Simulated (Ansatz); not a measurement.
## Hypothetical diamond B, response to strain

The parent structure is B in the diamond structure (space group Fd-3m, No. 227; a = 4.052 Å; a hypothetical phase, not in the database extracts checked; relaxed with 0.1 eV smearing).

Strains are applied to the cell and any free atomic positions relax.

Level of theory: PBE, PAW, 420 eV (Ansatz, a quantum-chemistry and plane-wave program; no SOC).

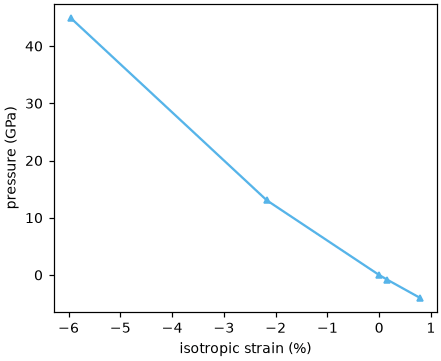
Fig. 1. Pressure against isotropic strain

```
isotropic strain (%)  pressure
--------------------  --------
-5.95                 44.9 GPa
-2.17                 13.0 GPa
0.15                  -0.8 GPa
0.78                  -3.9 GPa
```

Stability against distortions was not tested.
